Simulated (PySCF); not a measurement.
**C6H6N2Si: density, localisation and related maps**

```yaml
atoms:
  - { symbol: C, position_ang: [-1.3869, -0.2883, -1.0604] }
  - { symbol: C, position_ang: [-0.2691, -1.1716, -0.4965] }
  - { symbol: C, position_ang: [0.0225, -2.2392, -1.4062] }
  - { symbol: N, position_ang: [0.2776, -3.0727, -2.1479] }
  - { symbol: Si, position_ang: [1.3564, -0.1851, -0.1736] }
  - { symbol: C, position_ang: [0.8741, 1.0704, 1.1028] }
  - { symbol: C, position_ang: [0.5444, 1.8862, 1.9378] }
  - { symbol: C, position_ang: [0.1747, 2.8031, 2.8774] }
  - { symbol: N, position_ang: [-0.1421, 3.5739, 3.6688] }
  - { symbol: H, position_ang: [-1.6243, 0.5089, -0.3587] }
  - { symbol: H, position_ang: [-2.2881, -0.8742, -1.2366] }
  - { symbol: H, position_ang: [-1.0839, 0.1602, -2.0045] }
  - { symbol: H, position_ang: [-0.6067, -1.6255, 0.4425] }
  - { symbol: H, position_ang: [2.3811, -1.0606, 0.3922] }
  - { symbol: H, position_ang: [1.7660, 0.5223, -1.3864] }
```

Geometry: GFN2-xTB.

Method: PBE0/def2-SVPD, SCF density, gas phase in PySCF.

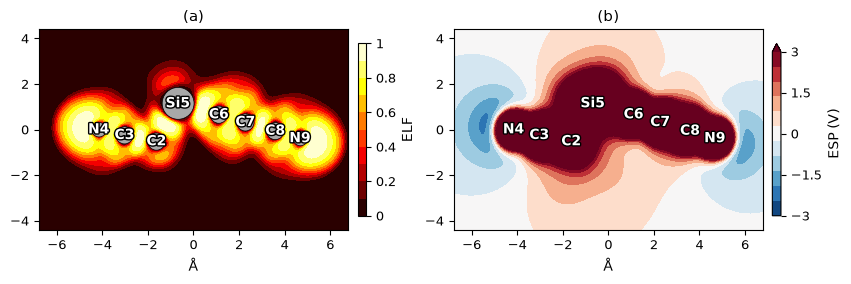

Figure 1. (a) ELF; (b) molecular electrostatic potential on the plane of atoms C2, Si5 and C6. Grey discs cover the atomic cores in the ELF map.

Question: What do the fields say about this system?

Answer: The section cuts through C, N and Si sites. C–N (1.14 Å): the ELF peaks at about 0.85 between the atoms (a short, multiple covalent bond). C–C (1.21 Å): the ELF peaks at about 0.85 between the atoms: a multiple bond. C–Si (1.85 Å): the ELF peaks at about 0.95 between the atoms; a shared electron pair. C–C (1.36 Å): the ELF peaks at about 0.95 between the atoms; localised, covalent bonding. C–Si (1.93 Å): the ELF peaks at about 0.95 between the atoms, as expected for localised, covalent bonding. The ELF also peaks beside N9 and N4, away from the bonds: lone-pair regions. Outside the dense part of the molecule the potential is most negative (−2.0 V) near N4.

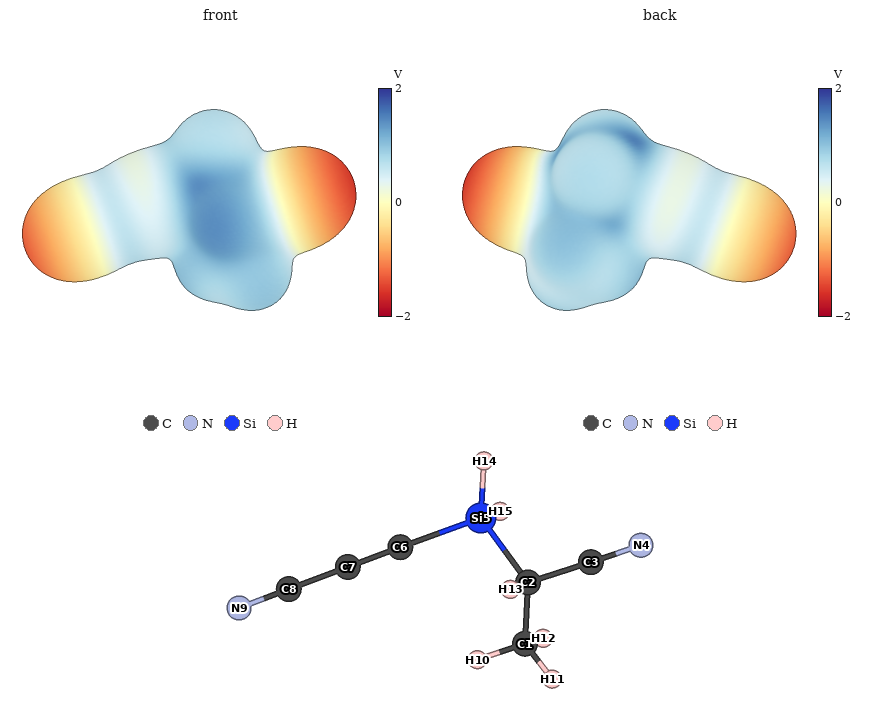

Figure 2. The molecular electrostatic potential painted on the density surface at 0.001 e/bohr³, seen from the front and from behind; red is negative and blue positive. The bare structure is drawn below in the same view.

Question: Describe the electrostatic potential map.

Answer: The most negative region (about −1.5 V) lies over N4, the most positive (about +1.4 V) over Si5 and H13. N4 is the likeliest acceptor of a hydrogen bond.

Question: What dipole moment does the calculation give?

Answer: Its dipole moment is 0.48 D.
